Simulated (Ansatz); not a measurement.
**C₂H₆B₂: trial inputs and their diagnosis**

Aim: try 3 inputs for C₂H₆B₂ as typed, read how each ends, and find what has to change.

Method: the settings change from run to run; program: Ansatz 0.2.0, Gaussian basis.

## 1. The geometry

The geometry comes from an earlier relaxation with PBE0-D4 in a triple-zeta def2 set; it is a stationary point, not always the lowest conformer.

SMILES `BC(B)=C`, 10 atoms, charge 0, spin multiplicity 1.

Atoms are counted from 1 here; the program's logs count them from 0.

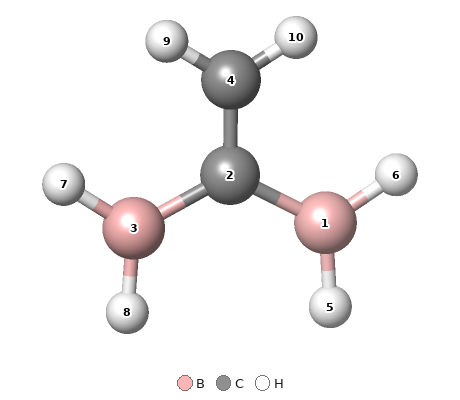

The geometry (boron pink, carbon grey, hydrogen white); atoms are numbered from 1 in the order of the file.

Geometry (Å):

| atom | x (Å) | y (Å) | z (Å) |
| --- | --- | --- | --- |
| B1 | -1.15468 | 0.57936 | -0.82237 |
| C2 | 0.01618 | 0.00564 | 0.01172 |
| B3 | 0.52243 | -1.45515 | -0.06300 |
| C4 | 0.64391 | 0.84291 | 0.86858 |
| H5 | -1.75466 | -0.09876 | -1.60457 |
| H6 | -1.47100 | 1.72896 | -0.68509 |
| H7 | 1.43962 | -1.79940 | 0.63035 |
| H8 | 0.01890 | -2.25323 | -0.79865 |
| H9 | 1.47672 | 0.51382 | 1.48843 |
| H10 | 0.34559 | 1.88465 | 0.97759 |

## 2. Try 1

in.yaml

```yaml
crystal:
  periodic: [false, false, false]
  atoms:
    - {symbol: B, position_ang: [-1.154679, 0.579363, -0.822370]}
    - {symbol: C, position_ang: [0.016177, 0.005638, 0.011718]}
    - {symbol: B, position_ang: [0.522434, -1.455146, -0.063000]}
    - {symbol: C, position_ang: [0.643906, 0.842911, 0.868581]}
    - {symbol: H, position_ang: [-1.754664, -0.098762, -1.604568]}
    - {symbol: H, position_ang: [-1.470996, 1.728963, -0.685092]}
    - {symbol: H, position_ang: [1.439619, -1.799401, 0.630355]}
    - {symbol: H, position_ang: [0.018896, -2.253230, -0.798650]}
    - {symbol: H, position_ang: [1.476722, 0.513816, 1.488431]}
    - {symbol: H, position_ang: [0.345587, 1.884650, 0.977594]}
basis:
  gaussian: {orbitals: 6-31G}
hamiltonian: {xc: {name: HF}}
correlation: {active_space: {window: {electrons: 40, orbitals: 30}}}
output: {forces: true}
```

Run with:

```console
$ ansatz run in.yaml --threads 2 --pin off --events-out ev --progress --plain --max-ram 4352MiB
```

The program printed:

```text
Functional definition: HF
  name "HF"
  cite "Fock, Z. Phys. 61, 126 (1930) doi:10.1007/BF01340294"
  parent pbe
  exchange = exact_x
  correlation = 0
698 factors; integrals over basis functions are off by at most 2.3e-4 eV
mean field evaluation 1: about -3494.8778 eV, gradient 2.1e1 eV
mean field evaluation 2: about -3494.8760 eV, gradient 2.1e1 eV
mean field evaluation 4: about -3496.4765 eV, gradient 3.0e0 eV
mean field evaluation 8: about -3496.5031 eV, gradient 7.9e-3 eV
mean field -3496.50312767 eV, -128.4941199269 hartree, gradient 1.4e-6 eV, S^2 0.000000; 0 other end points of the search recorded, 0 dependent functions left out
reference -3496.50312767 eV, -128.4941199269 hartree; 14, 14 occupied and 34, 34 virtual orbitals, 698 factors
Error: 40 electrons in 30 orbitals form no window around the highest filled level of the reference
```

Run time: 0.25 s. Hardware: 2 threads of AMD EPYC 9B14, shared host.

What is wrong: The run stopped with an error. The active space doesn't fit the electrons. Cure: choose a window whose electrons and orbitals fit the reference.

## 3. Try 2

in.yaml

```yaml
crystal:
  periodic: [false, false, false]
  atoms:
    - {symbol: B, position_ang: [-1.154679, 0.579363, -0.822370]}
    - {symbol: C, position_ang: [0.016177, 0.005638, 0.011718]}
    - {symbol: B, position_ang: [0.522434, -1.455146, -0.063000]}
    - {symbol: C, position_ang: [0.643906, 0.842911, 0.868581]}
    - {symbol: H, position_ang: [-1.754664, -0.098762, -1.604568]}
    - {symbol: H, position_ang: [-1.470996, 1.728963, -0.685092]}
    - {symbol: H, position_ang: [1.439619, -1.799401, 0.630355]}
    - {symbol: H, position_ang: [0.018896, -2.253230, -0.798650]}
    - {symbol: H, position_ang: [1.476722, 0.513816, 1.488431]}
    - {symbol: H, position_ang: [0.345587, 1.884650, 0.977594]}
basis:
  gaussian: {orbitals: def2-mTZVPP}
total_charge: 1
magnetization: {spin_polarized: true, initial_magnetization: 1}
hamiltonian: {xc: {name: M06-2X}}
accuracy: high
scf: {lower_state_search: off}
output: {forces: true}
```

Same command.

The program printed:

```text
Error: YAML parse error: error: line 18 column 19: hamiltonian.xc: no functional is named "M06-2X"; the names, which are not case-sensitive, are SVWN5, SPW92, PBE, PBE0, PBEsol, revPBE, revPBE0, RPBE, rPW86-PBE, HSE06, wPBEh, LC-wPBE, HISS, HF, BLYP, B3LYP, B3LYP5, BHLYP, CAM-B3LYP, r2SCAN, r2SCANh, r2SCAN0, r2SCAN50, m-r2SCAN, B97, wB97, wB97X, wB97X-V, B97M-V, wB97M-V, B2PLYP, B2GP-PLYP, PBE0-DH, PBE-QIDH
  --> <input>:18:19
   |
16 | total_charge: 1
17 | magnetization: {spin_polarized: true, initial_magnetization: 1}
18 | hamiltonian: {xc: {name: M06-2X}}
   |                   ^ hamiltonian.xc: no functional is named "M06-2X"; the names, which are not case-sensitive, are SVWN5, SPW92, PBE, PBE0, PBEsol, revPBE, revPBE0, RPBE, rPW86-PBE, HSE06, wPBEh, LC-wPBE, HISS, HF, BLYP, B3LYP, B3LYP5, BHLYP, CAM-B3LYP, r2SCAN, r2SCANh, r2SCAN0, r2SCAN50, m-r2SCAN, B97, wB97, wB97X, wB97X-V, B97M-V, wB97M-V, B2PLYP, B2GP-PLYP, PBE0-DH, PBE-QIDH
19 | accuracy: high
20 | scf: {lower_state_search: off}
   |
```

Wall time 0.05 s (2 threads of AMD EPYC 9B14, shared host).

**Diagnosis.** The program refused the input. The method's name isn't one that the program takes here. It also asks for charge 1 and multiplicity 2, another species or state than the molecule above. To mend it, name a functional that the program knows, and set charge and spin to those of the species named.

## 4. Try 3

in.yaml

```yaml
crystal:
  periodic: [false, false, false]
  atoms:
    - {symbol: B, position_ang: [-2.182028, 1.094838, -1.554054]}
    - {symbol: C, position_ang: [0.030571, 0.010654, 0.022145]}
    - {symbol: B, position_ang: [0.987257, -2.749829, -0.119054]}
    - {symbol: C, position_ang: [1.216806, 1.592871, 1.641381]}
    - {symbol: H, position_ang: [-3.315836, -0.186634, -3.032195]}
    - {symbol: H, position_ang: [-2.779780, 3.267267, -1.294637]}
    - {symbol: H, position_ang: [2.720487, -3.400376, 1.191199]}
    - {symbol: H, position_ang: [0.035708, -4.257990, -1.509230]}
    - {symbol: H, position_ang: [2.790600, 0.970971, 2.812728]}
    - {symbol: H, position_ang: [0.653064, 3.561473, 1.847386]}
basis:
  gaussian: {orbitals: def2-mTZVPP}
total_charge: -1
magnetization: {spin_polarized: true, initial_magnetization: 1}
hamiltonian: {xc: {name: PBE}}
output: {forces: true}
```

Same command.

The program printed, cut to the lines that bear on the results:

```text
Functional definition: PBE
  name "PBE"
  cite "Perdew, Burke & Ernzerhof, Phys. Rev. Lett. 77, 3865 (1996) doi:10.1103/PhysRevLett.77.3865"
  parent pbe
[...]
1064 factors; their error is unknown
[...]
mean field -3488.41983905 eV, -128.1970645493 hartree, gradient 5.2e-6 eV, S^2 2.311422; 12 other end points of the search recorded, 0 dependent functions left out
[...]
reference -3488.41989993 eV, -128.1970667866 hartree; 15, 14 occupied and 91, 92 virtual orbitals, 1064 factors
Total energy: -3488.41989993 eV, -128.1970667866 hartree
Atom 0 at    -2.182028     1.094838    -1.554054 Å, force    -0.651934     0.410888    -0.431916 eV/Å
Atom 1 at     0.030571     0.010654     0.022145 Å, force     0.352836     0.470249     0.480646 eV/Å
Atom 2 at     0.987257    -2.749829    -0.119054 Å, force     0.353421    -0.809285     0.023859 eV/Å
Atom 3 at     1.216806     1.592871     1.641381 Å, force     0.423729     0.564752     0.577253 eV/Å
Atom 4 at    -3.315836    -0.186634    -3.032195 Å, force     0.898773     1.075157     1.193438 eV/Å
Atom 5 at    -2.779780     3.267267    -1.294637 Å, force     0.448939    -1.793526    -0.253910 eV/Å
Atom 6 at     2.720487    -3.400376     1.191199 Å, force    -1.428797     0.480364    -1.100242 eV/Å
Atom 7 at     0.035708    -4.257990    -1.509230 Å, force     0.800839     1.198575     1.144615 eV/Å
Atom 8 at     2.790600     0.970971     2.812728 Å, force    -1.963812     0.855561    -1.433282 eV/Å
Atom 9 at     0.653064     3.561473     1.847386 Å, force     0.766007    -2.452735    -0.200461 eV/Å
Dipole moment:     0.017699     0.023697     0.024394 e Å
```

It took 9.5 s on 2 threads of AMD EPYC 9B14, shared host.

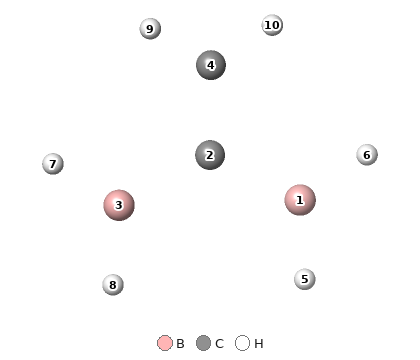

The geometry of this input.

**Diagnosis.** It ended without an error, which proves nothing about the input. The coordinates are in bohr but typed as ångström. The shortest distance is 2.06 Å (C4–H10), against 1.09 Å in the relaxed molecule. It also asks for charge -1 and multiplicity 2, another species or state than the molecule above. Its energy is no property of the relaxed molecule. Cure: take the coordinates from the file in ångström, and set charge and spin to those of the species named.

## 5. Summary

| try | level | ended | cause | time |
| --- | --- | --- | --- | --- |
| 1 | HF/6-31G | stopped by an error | the active space doesn't fit the electrons | 0.25 s |
| 2 | M06-2X/def2-mTZVPP | refused | the method's name isn't one that the program takes here | 0.05 s |
| 3 | PBE/def2-mTZVPP | converged | the coordinates are in bohr but typed as ångström | 9.5 s |

**Reading.** 1 stopped by an error, 1 refused, 1 converged. A refusal costs next to no computing time. The dangerous case is the input that converges on a wrong geometry, charge, spin, basis or grid: often only a look at the input shows it.
